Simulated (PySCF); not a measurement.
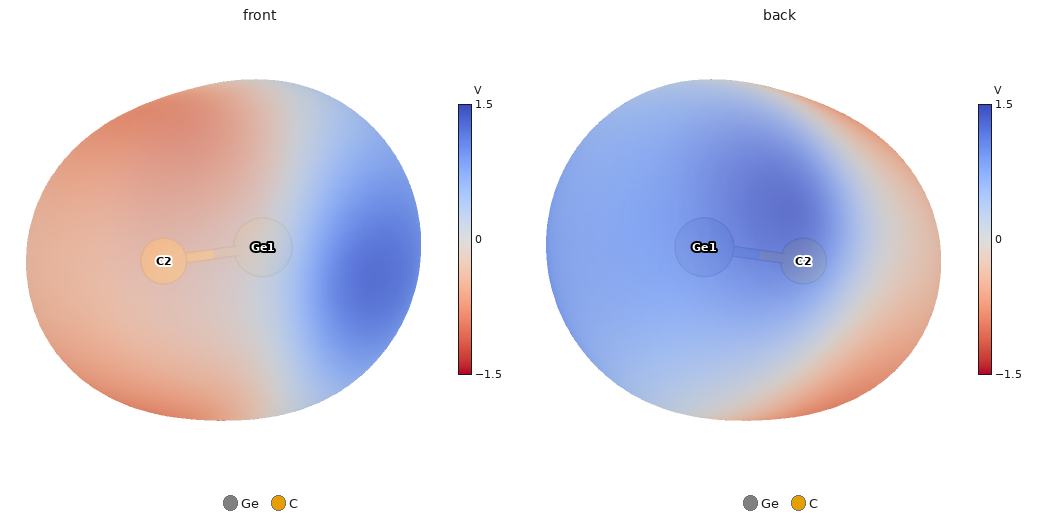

GeC (triplet). The electrostatic potential painted on the density surface at 0.001 e/bohr³, seen from the front and from behind; the colour scale runs from red (negative) to blue (positive).

⟨S²⟩ = 2.06, above the pure value of 2.00.

Method: PySCF, PBE0/pcseg-1, non-relativistic, at a bond length of 1.807 Å.

> Describe the electrostatic potential map.

The most negative region (about −0.8 V) lies over C2, the most positive (about +1.3 V) over Ge1.
